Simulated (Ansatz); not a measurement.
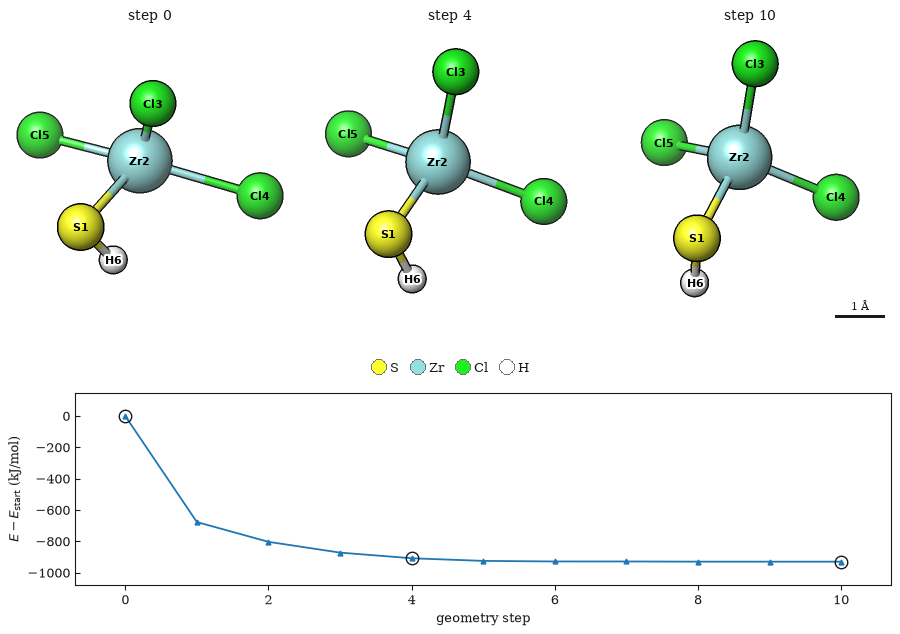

Frames of a relaxation of ZrHSCl3 (coarse preliminary run), marked on the history of the run. A ball-and-stick model, seen at a tilt.

The start comes from a force field.

These are results of RKS PBE-D4/def2-SVP (Ansatz), not measurements. Settings: force threshold 0.03 eV/Å; at most 200 steps.

Question: Describe the path.

Answer: The atom that moves furthest after the best rigid fit is Cl3 (0.94 Å). Largest moves by element: Cl 0.94 Å, H 0.61 Å, S 0.42 Å, Zr 0.38 Å. Some distances before and after: Zr2–Cl3 1.690 → 2.334 Å, Zr2–Cl4 2.576 → 2.341 Å, S1–Zr2 2.554 → 2.426 Å, Zr2–Cl5 2.265 → 2.341 Å. Among the angles between lasting bonds that change: Cl4–Zr2–Cl5 157.4° → 108.3°, Zr2–S1–H6 62.4° → 90.2°, S1–Zr2–Cl5 86.2° → 108.5°. After 10 geometry steps the energy has fallen by 929.0 kJ/mol. Largest force component: 34 eV/Å at the start, 0.0059 eV/Å at the end. The run took 15 s on 4 threads of Intel Xeon Platinum 8488C, on a shared host. From step 0 to 4: Cl3 moves most (0.74 Å), energy −907.2 kJ/mol. From step 4 to 10: Cl5 moves most (0.38 Å), energy −21.8 kJ/mol.

```csv
step,"E − E(0), kJ/mol","largest force component, eV/Å"
0,0.00,34.0452
1,-676.13,5.7671
2,-802.40,1.7549
3,-871.16,0.8979
4,-907.19,0.6520
5,-924.11,0.5587
6,-927.69,0.2867
7,-927.77,0.2247
8,-928.86,0.0462
9,-928.98,0.0321
10,-929.00,0.0059
```
